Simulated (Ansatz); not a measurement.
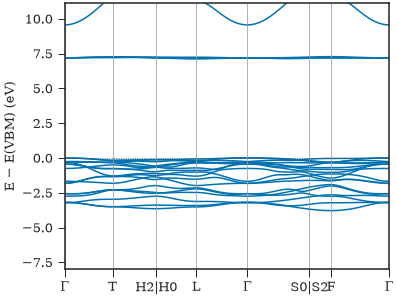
Band structure from r²SCAN in the plane-wave PAW code Ansatz

The gap is 7.12 eV; an edge lies off the plotted path or next to a special point (maximum off the standard path, minimum at L).

The material is LiTaF₆ in space group R-3 (No. 148; Li on 3b, Ta on 3a, F on 18f).

The workflow started from a Materials Project entry (that database holds measured and hypothetical structures alike); the Crystallography Open Database copy checked does not list it. With Li and Ta taken as one species the cell has the higher symmetry R-3c, so it may be an ordered model of a mixed-site phase. Its standing as an ambient phase is unchecked. The cell was relaxed with r²SCAN under the symmetry of its start; its stability against distortions is not shown here. No spin polarisation was allowed. Spin–orbit coupling is left out wherever it is not named.

Potentials: the later of the program's two PAW sets.
